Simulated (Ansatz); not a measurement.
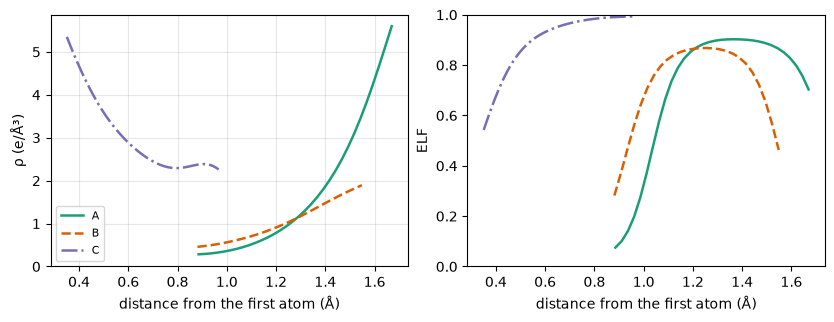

AlCl2H2O (doublet). Total electron density and electron localisation function along straight lines between neighbouring atoms. The curves leave out the atomic cores.

Not at a stationary point (largest force 1.0 eV/Å).

Theory: Ansatz 0.2.0, UKS PBE0/def2-SVP.

```json
{"atom": "Al", "x (Å)": "-0.0134", "y (Å)": "-0.7465", "z (Å)": "0.0208"}
{"atom": "H", "x (Å)": "0.7192", "y (Å)": "-0.1120", "z (Å)": "2.5992"}
{"atom": "Cl", "x (Å)": "1.6683", "y (Å)": "0.4378", "z (Å)": "-0.5542"}
{"atom": "Cl", "x (Å)": "-1.9834", "y (Å)": "0.0158", "z (Å)": "-0.3476"}
{"atom": "O", "x (Å)": "-0.0355", "y (Å)": "-0.2272", "z (Å)": "1.9767"}
{"atom": "H", "x (Å)": "-0.8695", "y (Å)": "-0.1690", "z (Å)": "2.4622"}
```

Question: Which curve belongs to which contact (Al–Cl, Al–O and O–H)? The first atom named is at distance zero.

Answer: Curve A: Al–O (2.02 Å): ρ is about 0.37 e/Å³ halfway; the ELF peaks at about 0.90 in the valence shell of O, 0.7 Å from its nucleus, and is about 0.35 at the midpoint. Curve B: Al–Cl (2.14 Å): ρ is about 0.65 e/Å³ halfway; the ELF peaks at about 0.85 in the valence shell of Cl, 0.9 Å from its nucleus, and is about 0.80 at the midpoint. Curve C: O–H (0.97 Å): ρ at the midpoint is about 3.7 e/Å³; the ELF climbs to about 1 towards the hydrogen, as it does in any bond to H (an ordinary covalent bond to hydrogen).
